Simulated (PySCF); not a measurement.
**C$_{6}$H$_{11}$N$_{3}$OSi (SMILES CC(=O)c1cn([SiH](C)C)nn1): density, localisation and related maps**

The calculation's input:

```
{"job": {"kind": "nmr", "xc": "PBE0", "basis": "pcSseg-1"}, "charge": 0, "multiplicity": 1}
C      4.069047     0.572039     0.659766
C      3.213961    -0.030572    -0.419259
O      3.655135    -0.526416    -1.432983
C      1.773824     0.026637    -0.152095
C      0.720591    -0.429500    -0.927556
N     -0.391414    -0.134225    -0.233386
Si    -2.121555    -0.401581    -0.568345
C     -2.751192    -1.491470     0.846042
C     -2.907040     1.320919    -0.605809
N     -0.033008     0.474522     0.912338
N      1.228308     0.572679     0.968190
H      3.874387     0.060090     1.599150
H      5.120189     0.491911     0.397442
H      3.792558     1.615051     0.795007
H      0.699921    -0.919528    -1.876480
H     -2.113633    -1.073613    -1.873047
H     -3.799679    -1.740174     0.716741
H     -2.195111    -2.423095     0.908409
H     -2.642608    -0.981500     1.799963
H     -3.966077     1.267226    -0.837053
H     -2.437705     1.957274    -1.351359
H     -2.799310     1.812712     0.357687
```

Run with:

```sh
OMP_NUM_THREADS=1 python probes_run.py task.json out
```

Geometry: GFN2-xTB.

All numbers below come from PBE0/pcSseg-1, SCF density, gas phase, non-relativistic (PySCF).

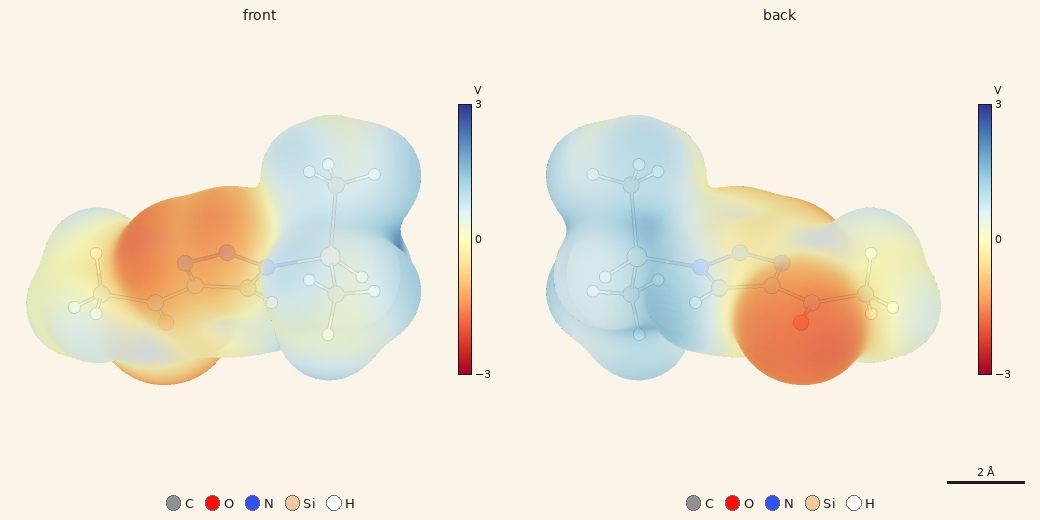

Figure 1. The electrostatic potential painted on the density surface at 0.002 e/bohr³, seen from the front and from behind; the colour scale runs from red (negative) to blue (positive).

### Which sites attract a positive test charge, and which a negative one?

A positive charge is drawn to the negative regions and a negative charge to the positive ones. The most negative region (about −1.8 V) lies over O3, the most positive (about +1.9 V) over Si7. O3 is the likeliest acceptor of a hydrogen bond.

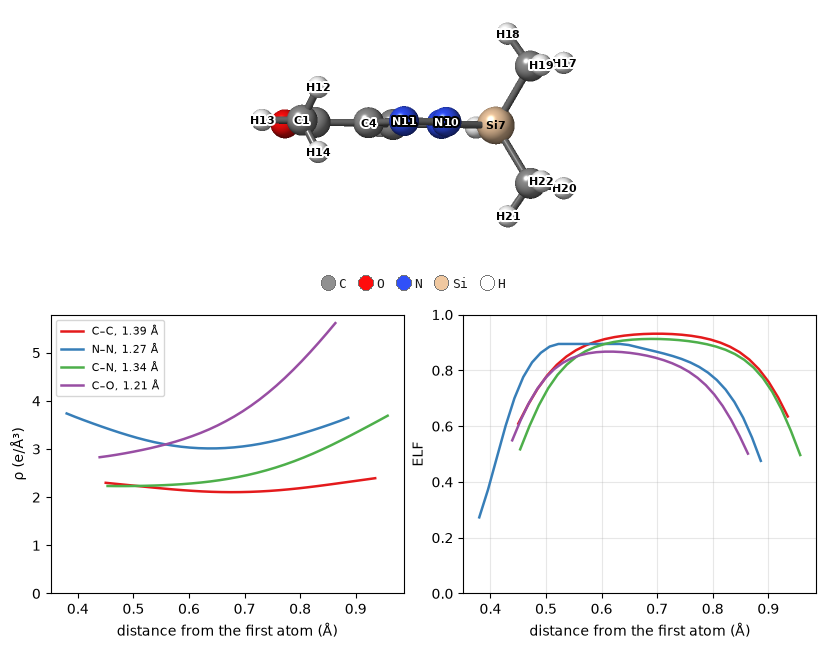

Figure 2. Electron density and electron localisation function along straight lines between neighbouring atoms. The curves leave out the atomic cores. The structure is drawn too.

### What kind of bonding do the profiles show?

C–C (1.39 Å): the density is about 2.1 e/Å³ at the midpoint; the ELF peaks at about 0.95 between the atoms (localised, covalent bonding).
N–N (1.27 Å): ρ at the midpoint is about 3 e/Å³; the ELF peaks at about 0.90 between the atoms (a covalent bond).
C–N (1.34 Å): the density is about 2.4 e/Å³ at the midpoint; the ELF peaks at about 0.90 between the atoms (a covalent bond).
C–O (1.21 Å): the density is about 3.3 e/Å³ at the midpoint; the ELF peaks at about 0.85 between the atoms: a multiple bond.
